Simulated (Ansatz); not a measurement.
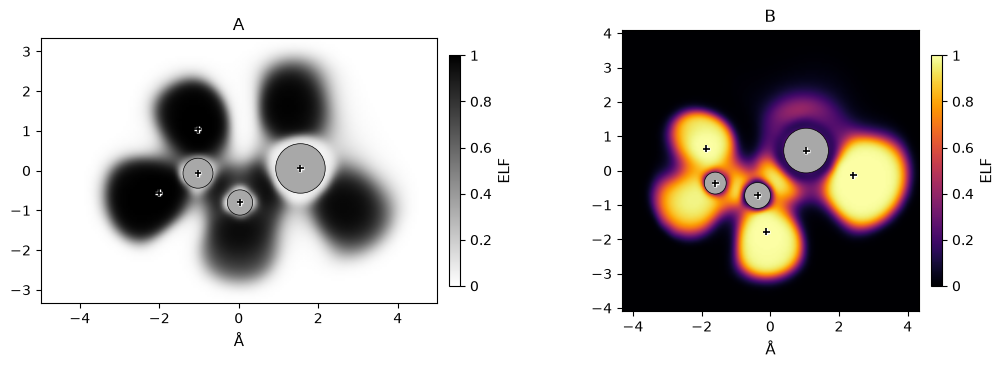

The ELF of 2 systems, each on a plane through atoms (crosses mark nuclei in the plane; grey discs cover the cores).

Method: SCF PBE0, Gaussian basis in Ansatz 0.2.0.

System 1: C3H9NOSi (SMILES C=N[SiH2]COC), the plane of atoms N2, C1 and H7. Not at a stationary point (largest force 2.0 eV/Å).

```xyz
15

C     1.7184   -0.9215   -1.1963
N     1.0008   -1.5125   -0.3048
Si    0.8644   -0.6875    1.2283
C    -0.6712    0.3954    1.1664
O    -0.7624    1.3933    0.1289
C    -1.5503    0.9600   -0.9746
H     2.2360    0.0473   -1.0632
H     1.8421   -1.3970   -2.1836
H     2.0967    0.1170    1.4320
H     0.7597   -1.7049    2.3023
H    -0.6955    0.9520    2.1100
H    -1.5700   -0.2334    1.1630
H    -2.5870    0.8041   -0.6609
H    -1.5335    1.7450   -1.7354
H    -1.1482    0.0427   -1.4120
```

System 2: CH6AsGeN (SMILES N=[CH][GeH2][AsH2]), the plane of atoms N1, C2 and H6. 

```
atom    x (Å)    y (Å)    z (Å)
   N  -1.3337   1.4689   0.0482
   C  -1.1460   0.3673   0.6775
  Ge  -0.1134  -1.0549  -0.1074
  As   2.1264  -0.2943  -0.5054
   H  -0.9380   1.6211  -0.8908
   H  -1.5756   0.2314   1.6637
   H  -0.0806  -2.2616   0.8647
   H  -0.7614  -1.4850  -1.4481
   H   1.6235   1.0134  -1.1992
   H   2.1988   0.3938   0.8969
```

**Match each panel to its system.**

Panel A is system 1, C3H9NOSi: the plane holds C, N, Si and H. C–N (1.29 Å): the ELF peaks at about 0.90 between the atoms (localised, covalent bonding). Panel B is system 2, CH6AsGeN: the plane holds N, C, Ge and H. C–N (1.28 Å): the ELF peaks at about 0.90 between the atoms, as expected for a covalent bond.
